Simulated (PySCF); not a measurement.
Geometry relaxation, with input and output: C8H16Si (part 2 of 2)

The same run, continued: C8H16Si; PBE0-D3(BJ)/def2-SVP geometry optimisation, gas phase (PySCF 2.14.0). It belongs to a series of runs on one base structure; here: constitutional isomer.

## Trajectory as extended XYZ, continued
```
25
Properties=species:S:1:pos:R:3:forces:R:3 step=7 energy=-16412.45307
C    -3.4438   -1.5232   -0.7479   -0.0125  -0.0535  -0.0109
C    -2.9563   -0.2793   -0.7672    0.0117   0.0046   0.0287
C    -2.0266    0.3043    0.2259    0.0427   0.0338   0.0254
C    -2.3143    1.7415    0.7533    0.0235  -0.0187   0.0311
C    -0.8814    2.2859    0.9907   -0.0001  -0.0098  -0.0374
Si   -0.2949    0.9734   -0.2461   -0.0142  -0.0086   0.0276
C     1.2294   -0.0726    0.1034   -0.0087   0.0065  -0.0394
C     2.5582    0.6727   -0.0234   -0.0057   0.0358   0.0012
C     3.7683   -0.1976    0.2788   -0.0073  -0.0262   0.0675
H    -3.1973   -2.2262    0.0569   -0.0043   0.0517  -0.0293
H    -4.0995   -1.8881   -1.5417   -0.0198  -0.0167  -0.0115
H    -3.2387    0.3833   -1.5984    0.0041  -0.0251   0.0233
H    -1.8910   -0.3823    1.0814   -0.0011   0.0044  -0.0185
H    -2.8133    2.3243   -0.0374   -0.0130   0.0252  -0.0437
H    -2.9781    1.7690    1.6340   -0.0093   0.0064  -0.0062
H    -0.7346    3.3574    0.7983   -0.0006   0.0111   0.0098
H    -0.5301    2.0676    2.0118    0.0093  -0.0187   0.0156
H    -0.2590    1.4963   -1.6518   -0.0045  -0.0055   0.0084
H     1.1205   -0.4898    1.1205    0.0063  -0.0111   0.0014
H     1.2115   -0.9389   -0.5841   -0.0072   0.0111   0.0201
H     2.5563    1.5458    0.6539    0.0062  -0.0105  -0.0164
H     2.6523    1.0879   -1.0427   -0.0093   0.0038   0.0144
H     3.7223   -0.5981    1.3066    0.0119   0.0200  -0.0631
H     4.7099    0.3639    0.1792    0.0022   0.0085   0.0066
H     3.8185   -1.0575   -0.4077   -0.0001  -0.0184  -0.0048
25
Properties=species:S:1:pos:R:3:forces:R:3 step=8 energy=-16412.45295
C    -3.4408   -1.5450   -0.7096    0.0238  -0.0235   0.0223
C    -2.9463   -0.3048   -0.7651   -0.0074   0.0147  -0.0219
C    -2.0233    0.3068    0.2169    0.0350   0.0169   0.0355
C    -2.3250    1.7472    0.7239    0.0165   0.0008   0.0105
C    -0.8968    2.2774    1.0127    0.0017   0.0093  -0.0303
Si   -0.2931    0.9870   -0.2384   -0.0108  -0.0070   0.0159
C     1.2338   -0.0605    0.0899   -0.0121   0.0054  -0.0117
C     2.5630    0.6874   -0.0132   -0.0035   0.0180  -0.0002
C     3.7720   -0.1957    0.2559   -0.0041  -0.0219   0.0400
H    -3.1961   -2.2132    0.1236   -0.0253  -0.0057  -0.0262
H    -4.0945   -1.9380   -1.4922   -0.0008   0.0002   0.0028
H    -3.2195    0.3317   -1.6189   -0.0001  -0.0051   0.0153
H    -1.8807   -0.3612    1.0862   -0.0193  -0.0033  -0.0148
H    -2.7821    2.3295   -0.0937   -0.0091   0.0082  -0.0179
H    -3.0272    1.7877    1.5740   -0.0015   0.0033  -0.0008
H    -0.7377    3.3525    0.8527   -0.0001   0.0049   0.0081
H    -0.5754    2.0281    2.0370    0.0040  -0.0159   0.0051
H    -0.2612    1.5389   -1.6329   -0.0016  -0.0081   0.0029
H     1.1216   -0.5039    1.0957    0.0097  -0.0110  -0.0018
H     1.2173   -0.9095   -0.6185   -0.0015   0.0055   0.0097
H     2.5635    1.5352    0.6949    0.0045  -0.0014  -0.0119
H     2.6558    1.1388   -1.0168   -0.0056   0.0016   0.0063
H     3.7308   -0.6271    1.2703    0.0057   0.0141  -0.0381
H     4.7149    0.3657    0.1683    0.0008   0.0059   0.0053
H     3.8152   -1.0351   -0.4564    0.0011  -0.0058  -0.0040
25
Properties=species:S:1:pos:R:3:forces:R:3 step=9 energy=-16412.45381
C    -3.4455   -1.5439   -0.7132    0.0027  -0.0101  -0.0055
C    -2.9474   -0.3045   -0.7611    0.0024   0.0082  -0.0052
C    -2.0241    0.3054    0.2222    0.0126  -0.0074   0.0280
C    -2.3227    1.7479    0.7255    0.0088   0.0043   0.0009
C    -0.8934    2.2761    1.0123   -0.0007   0.0128  -0.0207
Si   -0.2932    0.9812   -0.2351   -0.0032  -0.0066   0.0107
C     1.2348   -0.0637    0.0938   -0.0066   0.0011  -0.0003
C     2.5617    0.6876   -0.0151   -0.0019   0.0068  -0.0013
C     3.7741   -0.1912    0.2540   -0.0016  -0.0094   0.0142
H    -3.2113   -2.2236    0.1133    0.0027   0.0122  -0.0025
H    -4.0988   -1.9266   -1.5012   -0.0039  -0.0021  -0.0024
H    -3.2186    0.3351   -1.6129   -0.0034  -0.0028   0.0048
H    -1.8856   -0.3628    1.0917   -0.0129  -0.0007  -0.0045
H    -2.7787    2.3290   -0.0942   -0.0034  -0.0006  -0.0061
H    -3.0250    1.7924    1.5753   -0.0005   0.0032  -0.0004
H    -0.7328    3.3508    0.8502    0.0017   0.0014   0.0086
H    -0.5714    2.0277    2.0368    0.0003  -0.0121   0.0005
H    -0.2619    1.5275   -1.6315   -0.0031  -0.0045   0.0000
H     1.1272   -0.5051    1.1010    0.0061  -0.0052  -0.0022
H     1.2182   -0.9148   -0.6117    0.0013   0.0025   0.0016
H     2.5621    1.5379    0.6897    0.0020   0.0011  -0.0048
H     2.6503    1.1362   -1.0202   -0.0019   0.0002   0.0013
H     3.7367   -0.6199    1.2690    0.0011   0.0052  -0.0140
H     4.7148    0.3735    0.1636    0.0003   0.0025   0.0020
H     3.8190   -1.0327   -0.4560    0.0012   0.0000  -0.0026
25
Properties=species:S:1:pos:R:3:forces:R:3 step=10 energy=-16412.45444
C    -3.4491   -1.5409   -0.7181    0.0003   0.0055  -0.0071
C    -2.9499   -0.3015   -0.7584    0.0020   0.0018  -0.0044
C    -2.0267    0.3041    0.2284   -0.0069  -0.0157   0.0108
C    -2.3201    1.7492    0.7279    0.0009   0.0065  -0.0068
C    -0.8891    2.2738    1.0124   -0.0027   0.0137  -0.0102
Si   -0.2941    0.9733   -0.2306    0.0051  -0.0055   0.0056
C     1.2352   -0.0690    0.0984    0.0003  -0.0032   0.0069
C     2.5591    0.6867   -0.0180   -0.0001  -0.0019  -0.0016
C     3.7759   -0.1862    0.2506    0.0007   0.0030  -0.0095
H    -3.2175   -2.2245    0.1052    0.0068   0.0007   0.0086
H    -4.1021   -1.9187   -1.5088    0.0010   0.0013  -0.0003
H    -3.2194    0.3420   -1.6074   -0.0038   0.0038  -0.0025
H    -1.8949   -0.3651    1.0978   -0.0056   0.0016   0.0042
H    -2.7746    2.3292   -0.0939    0.0024  -0.0074   0.0046
H    -3.0221    1.7987    1.5776    0.0001   0.0028   0.0002
H    -0.7256    3.3479    0.8489    0.0034  -0.0013   0.0085
H    -0.5669    2.0252    2.0370   -0.0029  -0.0071  -0.0031
H    -0.2633    1.5128   -1.6295   -0.0046  -0.0007  -0.0022
H     1.1336   -0.5084    1.1072    0.0017   0.0009  -0.0017
H     1.2188   -0.9225   -0.6040    0.0030   0.0000  -0.0052
H     2.5590    1.5402    0.6828   -0.0001   0.0025   0.0017
H     2.6421    1.1319   -1.0251    0.0009  -0.0013  -0.0031
H     3.7433   -0.6119    1.2662   -0.0025  -0.0036   0.0083
H     4.7137    0.3830    0.1568   -0.0003  -0.0008  -0.0009
H     3.8232   -1.0295   -0.4572    0.0009   0.0044  -0.0009
25
Properties=species:S:1:pos:R:3:forces:R:3 step=11 energy=-16412.45475
C    -3.4516   -1.5403   -0.7162   -0.0008   0.0118  -0.0056
C    -2.9516   -0.3012   -0.7542    0.0024  -0.0024  -0.0038
C    -2.0303    0.3033    0.2353   -0.0175  -0.0146  -0.0020
C    -2.3188    1.7523    0.7264   -0.0034   0.0062  -0.0090
C    -0.8866    2.2697    1.0166   -0.0041   0.0102  -0.0022
Si   -0.2951    0.9656   -0.2236    0.0110  -0.0045   0.0013
C     1.2364   -0.0742    0.1015    0.0047  -0.0069   0.0085
C     2.5566    0.6875   -0.0209    0.0011  -0.0048  -0.0009
C     3.7787   -0.1801    0.2410    0.0021   0.0095  -0.0200
H    -3.2228   -2.2236    0.1079    0.0065  -0.0067   0.0116
H    -4.1027   -1.9177   -1.5088    0.0034   0.0031   0.0015
H    -3.2180    0.3427   -1.6039   -0.0032   0.0067  -0.0055
H    -1.9060   -0.3635    1.1074   -0.0002   0.0028   0.0082
H    -2.7646    2.3305   -0.1017    0.0040  -0.0084   0.0099
H    -3.0263    1.8106    1.5711    0.0015   0.0010   0.0014
H    -0.7167    3.3434    0.8575    0.0039  -0.0024   0.0057
H    -0.5696    2.0152    2.0416   -0.0044  -0.0015  -0.0041
H    -0.2666    1.5019   -1.6238   -0.0052   0.0019  -0.0025
H     1.1417   -0.5149    1.1103   -0.0019   0.0048  -0.0007
H     1.2206   -0.9272   -0.6013    0.0029  -0.0007  -0.0078
H     2.5563    1.5405    0.6804   -0.0012   0.0025   0.0045
H     2.6325    1.1341   -1.0278    0.0020  -0.0025  -0.0049
H     3.7523   -0.6079    1.2555   -0.0037  -0.0082   0.0186
H     4.7131    0.3943    0.1450   -0.0005  -0.0026  -0.0023
H     3.8276   -1.0215   -0.4690    0.0006   0.0054   0.0000
```

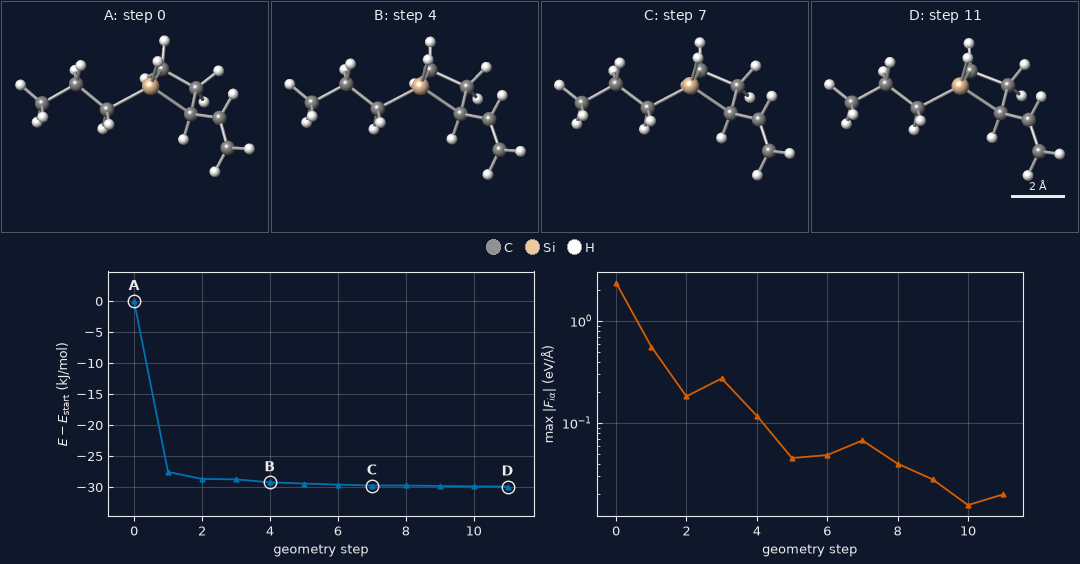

Frames of the relaxation (ball-and-stick view, seen at a tilt) above the curves, on which the letters mark them (steps are counted from 0).

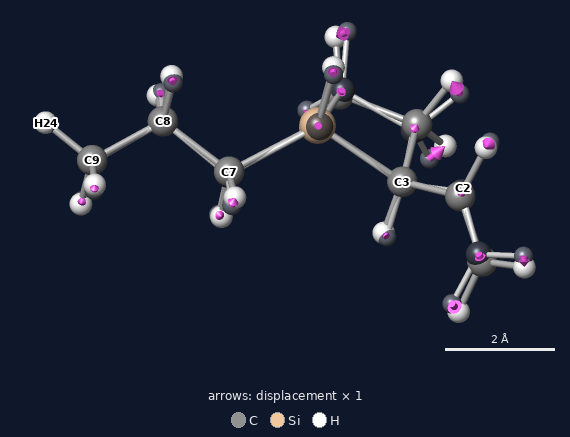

Start (faint) and end (solid) with the displacements as pink arrows, at true length (ball-and-stick view, seen at a tilt). The two geometries are laid on each other by the best rigid fit. H15 moves most after the best rigid fit: 0.40 Å. Largest moves by element: H 0.40 Å, C 0.19 Å, Si 0.09 Å. Among the contacts that change: C9–H23 1.047 → 1.101 Å, C4–C5 1.503 → 1.550 Å, Si6–H18 1.462 → 1.500 Å, C3–Si6 1.949 → 1.913 Å. Among the angles that change: C2–C3–Si6 118.2° → 123.0°, Si6–C3–H13 111.8° → 107.2°, C4–C5–Si6 90.6° → 86.3°. Over 11 geometry steps the energy falls by 29.9 kJ/mol. The largest force component goes from 2.4 to 0.02 eV/Å. (Atoms are counted from 1 in the order of the input.)

## Summary

| quantity | value |
| --- | --- |
| outcome | converged |
| total energy | −603.146592 hartree |
| dipole moment | 1.16 D |
| point group | C1 |
| wall time | 8.6 min |
| peak memory | 0.99 GiB |
